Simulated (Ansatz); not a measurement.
```yaml
atoms:
  - { symbol: B, position_ang: [0.2480, -0.0446, -0.7889] }
  - { symbol: F, position_ang: [-0.4436, -2.3791, 2.1928] }
  - { symbol: H, position_ang: [0.8320, 0.9480, -0.4452] }
  - { symbol: H, position_ang: [-0.0977, -0.3003, -1.9076] }
  - { symbol: O, position_ang: [-0.0624, -0.9865, 0.1685] }
  - { symbol: Al, position_ang: [-0.9563, -2.8084, 0.6173] }
  - { symbol: H, position_ang: [-0.0472, -3.8866, -0.1423] }
  - { symbol: H, position_ang: [-2.5072, -2.5673, 0.2970] }
  - { symbol: H, position_ang: [0.2031, -0.8117, 1.1065] }
```

The calculation used Ansatz, RKS PBE/6-31G*.

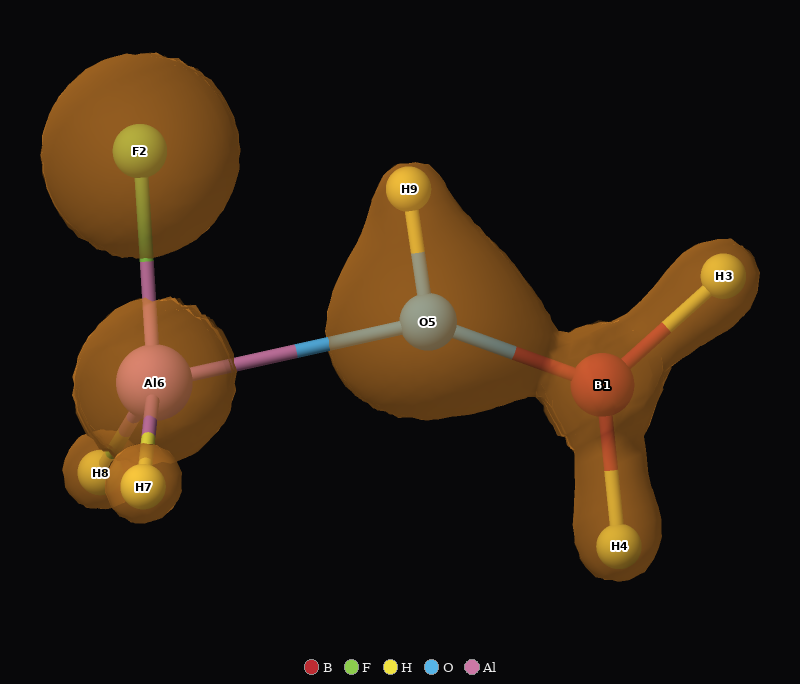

AlBFH₅O. Isosurface of the electron density at 1 e/Å³ (orange), seen across its widest extent.

**Which contacts does the surface bridge?**

At this value the surface falls into five separate pieces. It bridges the shortest B–O (1.38 Å) and O–H (0.99 Å) contacts, where the density stays above the isovalue. It is pinched off along the shortest Al–F (1.71 Å) and Al–O (2.08 Å) contacts. On the grid the lowest density along these lines, outside the cores, is 1.4 e/Å³ (B–O, 1.38 Å), 0.61 e/Å³ (Al–F, 1.71 Å), 0.25 e/Å³ (Al–O, 2.08 Å) and 2.1 e/Å³ (O–H, 0.99 Å).
